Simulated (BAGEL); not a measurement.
# HF/def2-SVP (density fitting with qzvpp-jkfit) run of CH4B2F2 (SMILES BCB(F)F)

What is the vertical singlet–triplet gap of CH4B2F2 at HF/def2-SVP (density fitting with qzvpp-jkfit)? 

Program for the calculation: BAGEL 1.2.2.

## Step 1: Starting point

The species is CH4B2F2 (9 atoms), meant as a singlet with charge 0. SMILES: `BCB(F)F`. The shape is that of a GFN2-xTB optimisation.

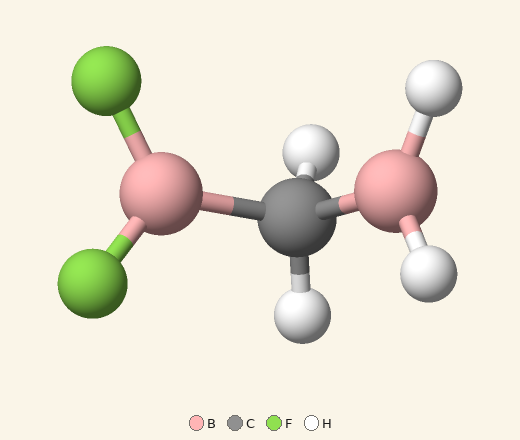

The structure, seen from a chosen angle (boron pink, carbon grey, fluorine green, hydrogen white).

## Step 2: The energy at HF/def2-SVP (density fitting with qzvpp-jkfit)

Input file hf.json:

```json
{ "bagel": [

{
  "title": "molecule",
  "basis": "svp",
  "df_basis": "qzvpp-jkfit",
  "angstrom": true,
  "geometry": [
    { "atom": "B", "xyz": [   -0.803290,    0.963750,   -0.424610 ] },
    { "atom": "C", "xyz": [   -0.451250,   -0.402530,    0.272350 ] },
    { "atom": "B", "xyz": [    1.108360,   -0.578850,    0.176750 ] },
    { "atom": "F", "xyz": [    1.705570,   -1.199440,   -0.822310 ] },
    { "atom": "F", "xyz": [    1.945200,   -0.090920,    1.071500 ] },
    { "atom": "H", "xyz": [   -0.779980,    1.952370,    0.194100 ] },
    { "atom": "H", "xyz": [   -1.060040,    0.987440,   -1.563270 ] },
    { "atom": "H", "xyz": [   -0.930500,   -1.241530,   -0.228020 ] },
    { "atom": "H", "xyz": [   -0.734070,   -0.390300,    1.323510 ] }
  ]
},
{
  "title": "hf"
},
{
  "title": "print",
  "file": "orbitals.molden",
  "orbitals": true
}

]}
```

On the command line:

```sh
$ BAGEL_NUM_THREADS=1 BAGEL hf.json > hf.out
```

Output:

```text
* using 1 threads per process

  ===============================================================
  ===============================================================

  *** Geometry ***

  { "atom" : "B", "xyz" : [     -1.517998,      1.821224,     -0.802397 ] },
  { "atom" : "C", "xyz" : [     -0.852739,     -0.760671,      0.514667 ] },
  { "atom" : "B", "xyz" : [      2.094497,     -1.093868,      0.334009 ] },
  { "atom" : "F", "xyz" : [      3.223060,     -2.266613,     -1.553941 ] },
  { "atom" : "F", "xyz" : [      3.675895,     -0.171814,      2.024842 ] },
  { "atom" : "H", "xyz" : [     -1.473949,      3.689445,      0.366796 ] },
  { "atom" : "H", "xyz" : [     -2.003185,      1.865991,     -2.954152 ] },
  { "atom" : "H", "xyz" : [     -1.758390,     -2.346152,     -0.430895 ] },
  { "atom" : "H", "xyz" : [     -1.387191,     -0.737560,      2.501071 ] },

  Number of auxiliary basis functions:      451

  Since a DF basis is specified, we compute 2- and 3-index integrals:
    o Being stored without compression. Storage requirement is 0.029 GB

  Number of basis functions:       90
  Number of electrons      :       38

    * METHOD: MOLECULE                             0.21

  *** RHF ***

  === Nuclear Repulsion ===
   149.8925735765

      * DIIS with orbital gradients will be used.

  === RHF iteration (svp) ===
      0       -288.12151622          0.01820809           0.05
      1       -288.28667636          0.01018840           0.05
      2       -288.33951222          0.00145656           0.05
      3       -288.34095448          0.00047969           0.05
      4       -288.34108935          0.00009024           0.05
      5       -288.34109872          0.00002321           0.05
      6       -288.34109938          0.00000662           0.05
      7       -288.34109942          0.00000135           0.05
      8       -288.34109942          0.00000034           0.05
      9       -288.34109942          0.00000014           0.05
     10       -288.34109942          0.00000006           0.05
     11       -288.34109942          0.00000002           0.05
     12       -288.34109942          0.00000001           0.05
    * SCF iteration converged.

    * Permanent dipole moment:
           (    0.709836,     0.045992,    -0.117898) a.u.

    * METHOD: HF                                   0.86

    * METHOD: PRINT                                0.02

  ===============================================================
```

Run time: 1.2 s. Hardware: 1 thread of Arm Neoverse V1, shared host; peak memory 0.12 GiB.

## Step 3: The triplet

Input file hf.json:

```json
{ "bagel" : [

{
  "title" : "molecule",
  "basis" : "svp",
  "df_basis" : "qzvpp-jkfit",
  "angstrom" : "true",
  "geometry" : [
    { "atom" : "B", "xyz" : [   -0.803290,    0.963750,   -0.424610 ] },
    { "atom" : "C", "xyz" : [   -0.451250,   -0.402530,    0.272350 ] },
    { "atom" : "B", "xyz" : [    1.108360,   -0.578850,    0.176750 ] },
    { "atom" : "F", "xyz" : [    1.705570,   -1.199440,   -0.822310 ] },
    { "atom" : "F", "xyz" : [    1.945200,   -0.090920,    1.071500 ] },
    { "atom" : "H", "xyz" : [   -0.779980,    1.952370,    0.194100 ] },
    { "atom" : "H", "xyz" : [   -1.060040,    0.987440,   -1.563270 ] },
    { "atom" : "H", "xyz" : [   -0.930500,   -1.241530,   -0.228020 ] },
    { "atom" : "H", "xyz" : [   -0.734070,   -0.390300,    1.323510 ] }
  ]
},
{
  "title" : "uhf",
  "nopen" : 2
},
{
  "title" : "print",
  "file" : "orbitals.molden",
  "orbitals" : "true"
}

]}
```

On the command line:

```sh
$ BAGEL_NUM_THREADS=1 BAGEL hf.json > hf.out
```

Output:

```text
* using 1 threads per process

  ===============================================================
  ===============================================================

  *** Geometry ***

  { "atom" : "B", "xyz" : [     -1.517998,      1.821224,     -0.802397 ] },
  { "atom" : "C", "xyz" : [     -0.852739,     -0.760671,      0.514667 ] },
  { "atom" : "B", "xyz" : [      2.094497,     -1.093868,      0.334009 ] },
  { "atom" : "F", "xyz" : [      3.223060,     -2.266613,     -1.553941 ] },
  { "atom" : "F", "xyz" : [      3.675895,     -0.171814,      2.024842 ] },
  { "atom" : "H", "xyz" : [     -1.473949,      3.689445,      0.366796 ] },
  { "atom" : "H", "xyz" : [     -2.003185,      1.865991,     -2.954152 ] },
  { "atom" : "H", "xyz" : [     -1.758390,     -2.346152,     -0.430895 ] },
  { "atom" : "H", "xyz" : [     -1.387191,     -0.737560,      2.501071 ] },

  Number of auxiliary basis functions:      451

  Since a DF basis is specified, we compute 2- and 3-index integrals:
    o Being stored without compression. Storage requirement is 0.029 GB

  Number of basis functions:       90
  Number of electrons      :       38

    * METHOD: MOLECULE                             0.21

  *** Open-shell HF ***

  === Nuclear Repulsion ===
   149.8925735765

      * DIIS with orbital gradients will be used.

  === UHF iteration (svp) ===
      0       -287.88144895          0.03657969           0.11
      1       -288.06963573          0.02026805           0.11
      2       -288.11268245          0.01100693           0.11
      3       -288.13066697          0.00153150           0.11
      4       -288.13221032          0.00075535           0.11
      5       -288.13264118          0.00031006           0.11
      6       -288.13275317          0.00004973           0.11
      7       -288.13275615          0.00002198           0.11
      8       -288.13275671          0.00001800           0.11
      9       -288.13275711          0.00001742           0.11
     10       -288.13275741          0.00001742           0.11
     11       -288.13275748          0.00001745           0.11
     12       -288.13275661          0.00001701           0.11
     13       -288.13275314          0.00001411           0.11
     14       -288.13274910          0.00000837           0.11
     15       -288.13274833          0.00000535           0.11
     16       -288.13274817          0.00000299           0.11
     17       -288.13274815          0.00000168           0.11
     18       -288.13274815          0.00000107           0.11
     19       -288.13274815          0.00000076           0.11
     20       -288.13274815          0.00000069           0.11
     21       -288.13274815          0.00000066           0.11
     22       -288.13274815          0.00000065           0.11
     23       -288.13274815          0.00000065           0.11
     24       -288.13274815          0.00000065           0.11
     25       -288.13274815          0.00000065           0.11
     26       -288.13274815          0.00000063           0.10
     27       -288.13274815          0.00000061           0.11
     28       -288.13274815          0.00000054           0.11
     29       -288.13274814          0.00000038           0.11
     30       -288.13274814          0.00000026           0.11
     31       -288.13274814          0.00000016           0.11
     32       -288.13274814          0.00000010           0.11
     33       -288.13274814          0.00000007           0.11
     34       -288.13274814          0.00000005           0.11
     35       -288.13274814          0.00000004           0.11
     36       -288.13274814          0.00000004           0.10
     37       -288.13274814          0.00000003           0.11
     38       -288.13274814          0.00000003           0.11
     39       -288.13274814          0.00000003           0.11
     40       -288.13274814          0.00000003           0.11
     41       -288.13274814          0.00000003           0.11
     42       -288.13274814          0.00000003           0.11
     43       -288.13274814          0.00000003           0.11
     44       -288.13274814          0.00000002           0.11
     45       -288.13274814          0.00000002           0.11
     46       -288.13274814          0.00000001           0.10
     47       -288.13274814          0.00000001           0.11
    * SCF iteration converged.

    * S^2 (UHF) is 2.0228

    * Permanent dipole moment:
           (    0.866452,    -0.341397,     0.028622) a.u.

    * METHOD: UHF                                  5.27

    * METHOD: PRINT                                0.02

  ===============================================================
```

Run time: 5.7 s. Hardware: 1 thread of Arm Neoverse V1, shared host; peak memory 0.12 GiB.

## Step 4: Outcome

Level: HF/def2-SVP (density fitting with qzvpp-jkfit).

```
                                        quantity          value
                           singlet: total energy  -288.34110 Eh
                          singlet: dipole moment         1.83 D
                            singlet: HOMO energy      -13.23 eV
                            singlet: LUMO energy        1.83 eV
                          singlet: HOMO–LUMO gap       15.07 eV
                           triplet: total energy  -288.13275 Eh
                          triplet: dipole moment         2.37 D
                                   triplet: ⟨S²⟩          2.023
vertical energy of the triplet above the singlet       5.670 eV
```

In words: At this shape the triplet lies 5.67 eV (131 kcal/mol) above the singlet.
